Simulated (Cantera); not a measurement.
Charge: 1 mol MgO, 1.4 mol CH4, 14 mol H2, equilibrated at 1.00 Torr.

Equilibrium computed with Cantera from the NASA thermochemical tables; the gas is ideal and each condensed phase is pure. Candidate condensed phases: C, C6H6, C7H8, C8H18, H2O, Mg, MgCO3, MgO, Mg(OH)2; 116 gas species. The tables' values for MgH are old estimates; treat these amounts as uncertain. Kinetics and transport are ignored.

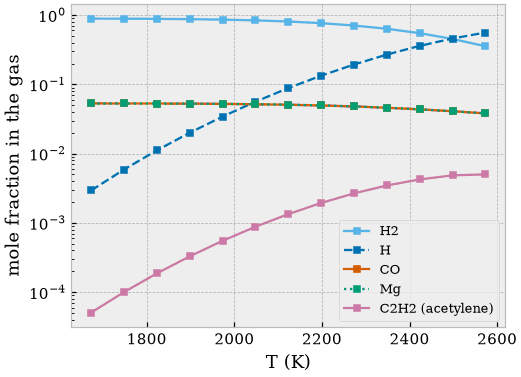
Fig. 1. Equilibrium gas composition (values under 1e-9 drawn at 1e-9)

Problem. Read off the mole fractions at 1823 K.

Solution. H2 about 0.88, CO about 0.053, Mg about 0.053, H about 0.011, C2H2 (acetylene) about 0.00019.
